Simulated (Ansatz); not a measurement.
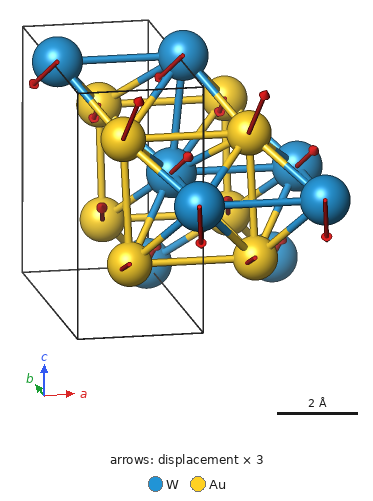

A relaxation of crystalline WAu (built on the caesium chloride_221 type) (coarse preliminary run). The starting structure is drawn; red arrows show the displacements (the part carried along by the change of the cell is left out), magnified 3 times.

A ball-and-stick model of the cell of the calculation, repeated 2 × 1 × 1 with one cell outlined, seen slightly off an axis.

Computed with DFT PBE, scalar-relativistic, plane waves, PAW (Ansatz 0.2.0). Set-up: plane-wave cutoff 420 eV; k-point mesh 8 × 4 × 4; occupations gaussian; smearing width 0.1 eV; no spin polarisation; cell and atoms relaxed; force threshold 0.015 eV/Å; at most 120 steps.

### What did the optimiser do to the structure, and how much energy did it gain?

After 8 accepted moves (9 points after the start) the energy has fallen by 494 meV per atom. The largest force component goes from 2 to 0.0022 eV/Å. Pressure: 2.78 GPa at the start and 0.06 GPa at the end. At 1 point the geometry stayed and the basis and grid were re-selected for the new cell (energy shift of 0.3 meV per atom at most each time). An Au atom moves most relative to the cell: 0.61 Å along [1 −2 3]. Largest moves by element: Au 0.61 Å, W 0.58 Å. The drawn cell changes as follows: a 3.218 → 2.847 Å (−11.5 %), b 6.598 → 6.857 Å (+3.9 %), c 6.414 → 6.855 Å (+6.9 %), α 90.3° → 95.4°, γ 91.3° → 90.0°; the volume changes by −2.2 %. Some distances before and after: Au–Au 3.075 → 4.213 Å, W–W 3.226 → 4.267 Å, Au–Au 3.222 → 4.212 Å, Au–Au 3.540 → 2.778 Å. Bonds break: W–W (3.23 → 4.27 Å). The space group (tolerance 0.01 Å) goes from P1 (No. 1) to Pmma (No. 51). The run took 12 min on 1 thread of Arm Neoverse V2, on a shared host, peak memory 0.72 GiB.
